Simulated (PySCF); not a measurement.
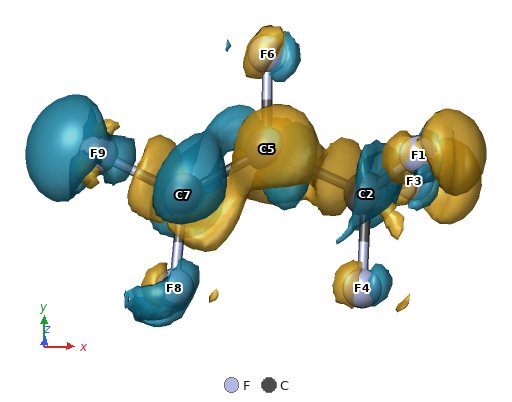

Figure 1: C$_{3}$F$_{6}$, SMILES `FC(F)(F)C(F)=C(F)F`. Change of the electron density in a uniform field of 0.10 V/Å, surfaces at ±0.001 e/Å³ (yellow: gain, teal: loss).

Level of theory: PBE0/6-311+G** (PySCF), at a geometry from GFN2-xTB. No frequency check shows the geometry to be a minimum. The basis has diffuse s and p functions alone, which still leaves polarisabilities too small, most of all across bonds.

Along which Cartesian direction does the field point?

Answer. Along −x: electrons gather on the +x side, against the field.

How large is the response?

Answer. The induced dipole is 0.25 D (along the field); α along this axis, from the fields in both directions, is 49 bohr³ (7.2 Å³).

Which atoms gain and lose the most charge?

Answer. Electrons gather most on F1 and F3 alike (Hirshfeld charge changes by −0.003 e) and leave F9 most (+0.006 e); 0.023 electrons are displaced in all.
